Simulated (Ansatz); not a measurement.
The calculation's input:

```
crystal:
  lattice:
    - [4.95600025, 0.0, 0.0]
    - [0.0, 4.95600025, 0.0]
    - [0.0, 0.0, 4.95600025]
  atoms:
    - { symbol: Gd, position: [0.0, 0.0, 0.0], spin: 8.03 }
    - { symbol: Gd, position: [0.5, 0.5, 0.0], spin: 7.62 }
    - { symbol: Gd, position: [0.5, 0.0, 0.5], spin: 7.62 }
    - { symbol: Gd, position: [0.0, 0.5, 0.5], spin: 7.62 }
    - { symbol: O, position: [0.5, 0.5, 0.5] }
basis:
  ecutwfc: 420
kpoints:
  mp_grid: { grid: [8, 8, 8] }
hamiltonian:
  xc: pbe
scf:
  occupations: { method: gaussian, width: 0.1 }
output:
  forces: true
  stress: true
  eigenvalues: true
  populations: true
  write_density: true
  write_potential: true
  elf: true
  volumetric_format: npy
magnetization:
  spin_polarized: true
relax:
  adjacent_minimum: "off"
  f_tol: 0.01
  max_steps: 80
  cell: { stress_tol: 0.05 }
```

Launched as:

```sh
ansatz run input.yaml --threads 1 --pin off --max-ram 2560MiB --backend cpu --events-out ev --progress --plain --runs-dir out
```

Below, planes, directions and counts refer to the conventional cell (a = 5.00 Å, b = 5.00 Å, c = 5.00 Å, α = 90.00°, β = 90.00°, γ = 90.00°).

The fields are those of the run's last geometry, not of the input's.

Space group Pm-3m; a structure generated by program, which may or may not match a known phase; the SCF solution may not be the lowest one; the program warned that another magnetic order may lie lower; spin-polarised.

Computed with DFT PBE, scalar-relativistic, plane waves, PAW in Ansatz.

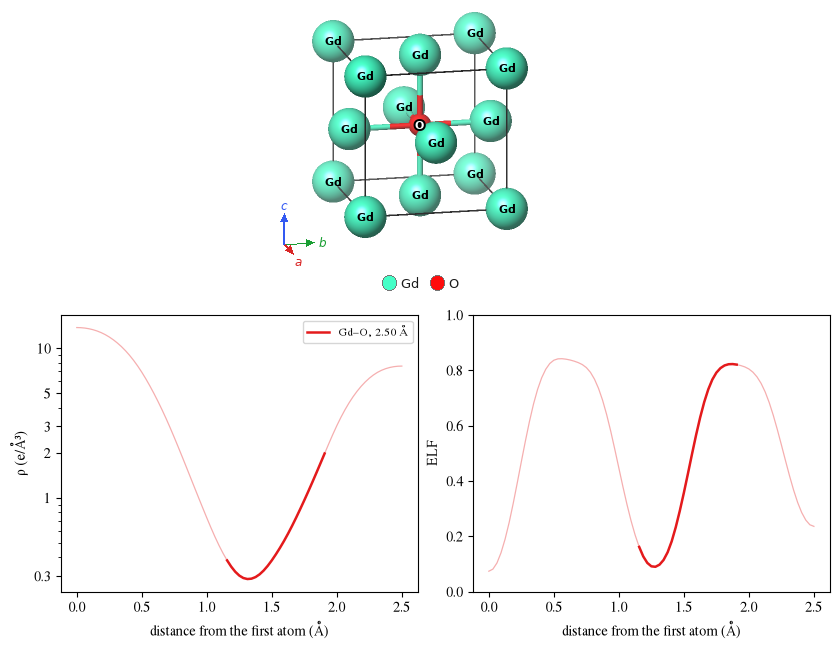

Gd₄O. Valence pseudo-density and ELF along straight lines between neighbouring atoms. Thin, pale parts lie inside the atomic spheres. The structure is drawn too.

In a PAW calculation such maps are meaningful between the atoms, not at the nuclei.

Q: What can be read from the curves?

A: Gd–O (2.50 Å): the density is about 0.3 e/Å³ at the midpoint; the ELF is about 0.10 at the midpoint; no localised pair shows between them.
